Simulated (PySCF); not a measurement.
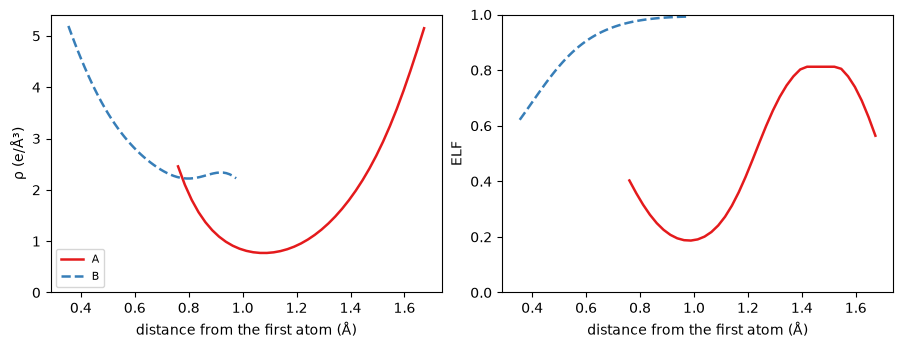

*BiH₂O₂ (charge +1). Electron density and electron localisation function along straight lines between neighbouring atoms. The curves leave out the atomic cores.*

Core potentials replace the inner electrons of Bi.

Level of theory: PySCF, RKS r2SCAN, Bi def2-SVP with ECP60, O def2-SVP, H def2-SVP; non-relativistic Hamiltonian with scalar-relativistic core potentials where named; density fitting.

```csv
atom,x (Å),y (Å),z (Å)
Bi,0.0000,0.0000,-0.4943
O,1.4057,-0.0325,0.9667
H,2.3447,-0.0589,0.7025
O,-1.4057,0.0325,0.9667
H,-2.3447,0.0589,0.7025
```

Question: Which curve belongs to which contact (Bi–O and O–H)? The first atom named is at distance zero.

Answer: Curve A: Bi–O (2.03 Å): ρ at the midpoint is about 0.81 e/Å³; the ELF peaks at about 0.80 in the valence shell of O, 0.6 Å from its nucleus, and drops to about 0.20 between the two atoms. Curve B: O–H (0.98 Å): the density is about 3.6 e/Å³ at the midpoint; the ELF climbs to about 1 towards the hydrogen, as it does in any bond to H (a covalent bond by its length).
